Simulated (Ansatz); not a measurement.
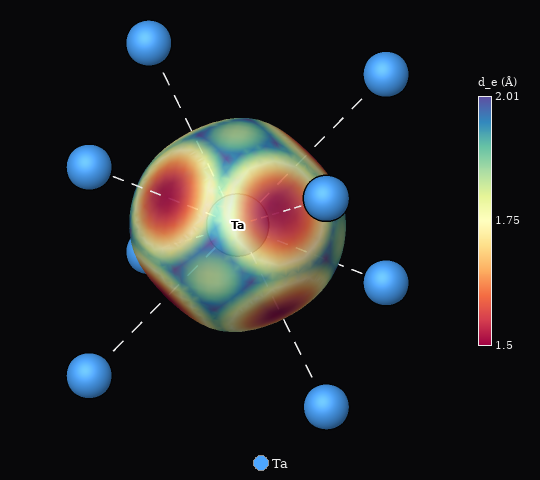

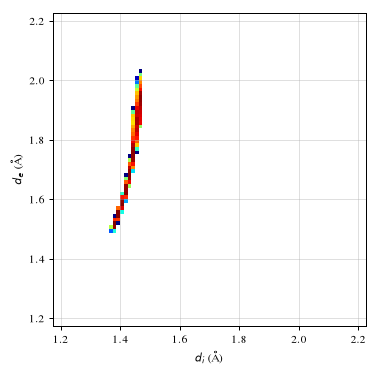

Hirshfeld surface computed for one Ta atom in Ta (Im-3m, No. 229), coloured by d_e. Dashed lines lead to the closest neighbours outside. The second picture is its fingerprint plot, coloured by area on a logarithmic scale (blue little, red much).

The surface is where the fragment's share of the procrystal density (the sum of the densities of spherically averaged neutral Hartree-Fock atoms) equals one half. d_i and d_e are the distances from the surface to the nearest nucleus inside and outside. From Rb on the atoms have core potentials, so only their outer electrons count.

Origin of the cell: the input geometry of an electronic-structure calculation (not necessarily at equilibrium).

Space group Im-3m (No. 229). a = 3.319 Å, b = 3.319 Å, c = 3.319 Å, α = 90.00°, β = 90.00°, γ = 90.00°
```tsv
atom	site	symmetry	x	y	z
Ta	2a	m-3m	0.0000	0.0000	0.0000
```

### What is the shortest distance from the fragment to an atom outside it?

Ta–Ta, 2.87 Å.

### How is the surface shared among contacts (nearest atom inside ··· nearest atom outside)?

Ta···Ta 100 %. The surface faces 14 neighbours with more than 2 % of its area each: 14 Ta.

### Give the size and shape of the surface.

It encloses about 12.4 Å³, has an area of about 26 Å² and a globularity of 1.00 (1 for a sphere).

### Where does the fingerprint reach closest to the origin?

The smallest d_i + d_e is about 2.9 Å, which belongs to the shortest contact, Ta···Ta at 2.87 Å; d_e runs from 1.50 to 2.01 Å.
